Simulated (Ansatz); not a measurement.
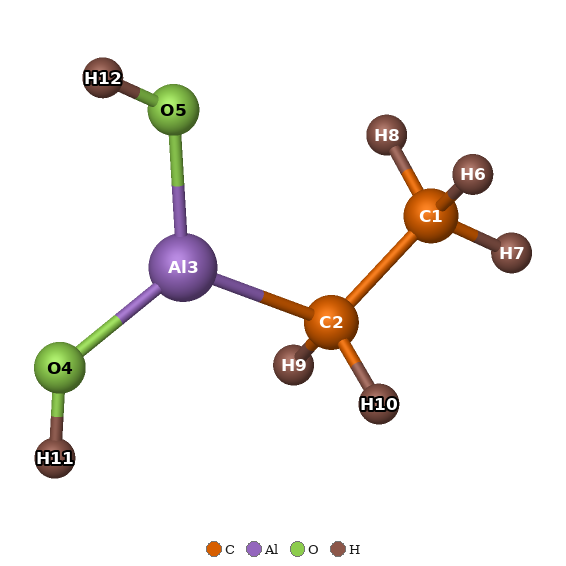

Harmonic vibrations computed with RKS PBE0-D4/def2-TZVP (Ansatz 0.2.0) at a stationary point of the same level.

### Is this a minimum or a saddle point?

A minimum: no imaginary frequency, and the lowest mode lies at 27 cm⁻¹.

### How many vibrational modes are there, and where do they lie?

30 modes: 27, 108, 164, 219, 262, 295, 324, 385, 552, 610, 622, 644, 824, 908, 935, 970, 1040, 1229, 1254, 1411, 1440, 1490, 1499, 3024, 3041, 3058, 3105, 3120, 3957, 3971 cm⁻¹.
